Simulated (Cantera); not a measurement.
Input: 1 mol Zr, 1.7 mol N2, 6.9 mol H2, equilibrated at 2127 °C.

Cantera equilibrium calculation (NASA polynomials, part measured and part estimated; ideal gas, pure solids and liquids). Candidate condensed phases: Zr, ZrN; 11 gas species. ZrN: taken at fixed stoichiometry. Equilibrium is a limit: real reactors are often held back by kinetics, nucleation or transport.

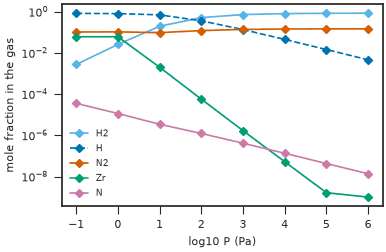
Equilibrium gas composition (values under 1e-9 drawn at 1e-9)

At 0.000750 Torr nothing is condensed. From 0.00750 Torr to 7500 Torr the condensed part is ZrN(s).
